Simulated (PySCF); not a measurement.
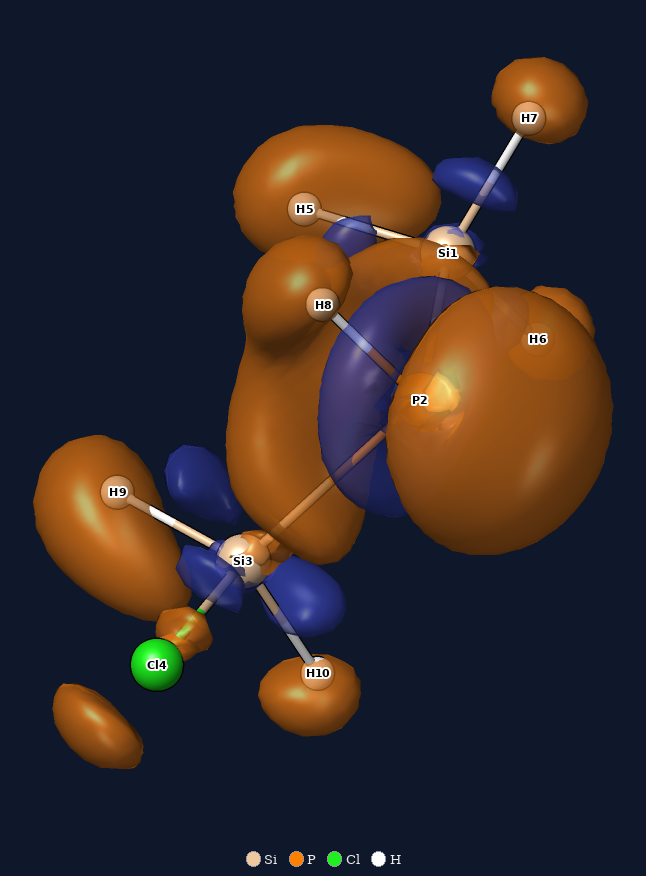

Figure. ClH$_{6}$PSi$_{2}$, SMILES `[SiH3]P[SiH2]Cl`. Fukui function f⁻ = ρ(N) − ρ(N−1) at fixed geometry, surfaces at ±0.02 e/Å³ (orange positive, blue negative).

Computed with PySCF, B3LYP/def2-SVPD, geometry: GFN2-xTB. No frequency check shows the geometry to be a minimum. GFN2-xTB bond lengths at metals and heavier atoms can be off by up to 0.1 Å and shapes distorted, which carries into these values.

On which atoms does the density change most on removal of an electron?

Answer. f⁻ (Hirshfeld-condensed) is largest on P2 (0.38); the vertical ionisation energy is 9.39 eV (the stability of the cation's solution wasn't checked). Condensed values hint at sites of electrophilic attack but needn't mark the atom that reacts. Orbital relaxation makes it negative in places (0.21 e in all).
